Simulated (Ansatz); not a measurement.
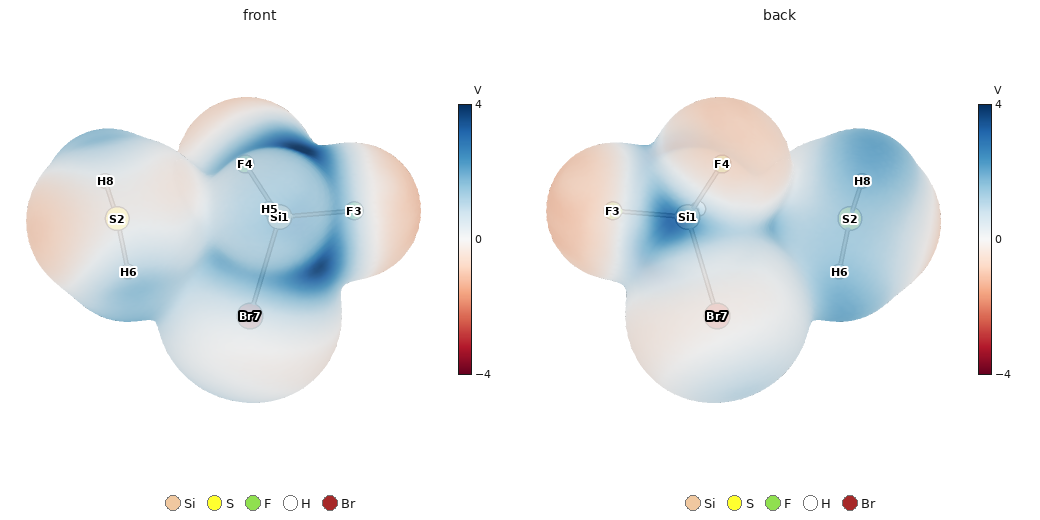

Figure. BrF₂HSi···H₂S. The electrostatic potential painted on the density surface at 0.004 e/bohr³, seen from the front and from behind; red is negative and blue positive.

Not at a stationary point (largest force 1.1 eV/Å).

Theory: RHF/def2-SVP in Ansatz 0.2.0.

```xyz
8

Si   -0.5881   -0.8276   -0.7739
S     0.2183    1.6695    1.4942
F    -1.0550   -2.0045   -1.7353
F    -0.0590   -1.5292    0.5491
H    -1.6949    0.0728   -0.5457
H     1.1916    1.6768    0.5623
Br    1.1662    0.1759   -1.8217
H     0.8210    0.7663    2.2711
```

Describe the electrostatic potential map.

Answer. The most negative region (about −1.0 V) lies over F3, the most positive (about +3.7 V) over Si1. Br7 shows a σ-hole: about +0.9 V at the tip opposite its bond, against about +0.2 V on its flanks.
